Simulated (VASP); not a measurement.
Band structure of BAu (space group Pm-3m). Calculation: PBE GGA, VASP's PBE PAW potentials (set 64) (plane waves; VASP 6.6.1).

Unless said otherwise, spin-orbit coupling is left out, though it shifts the bands of the heavy elements here.

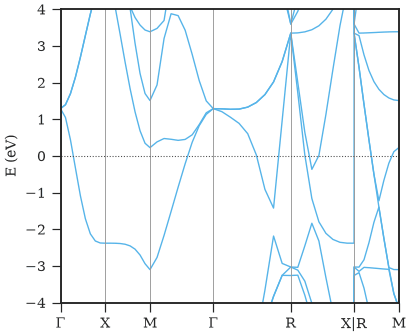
Figure. Bands along high-symmetry lines, zero at the valence-band maximum or, without a gap, the Fermi level

Question: Read the plot: is there a gap, and where are the band edges?

Answer: It has no gap at this level: it comes out as a metal or semimetal.

The structure was generated: BAu was put into an ordered model structure, which need not be its known phase. The cell was not relaxed at this level.
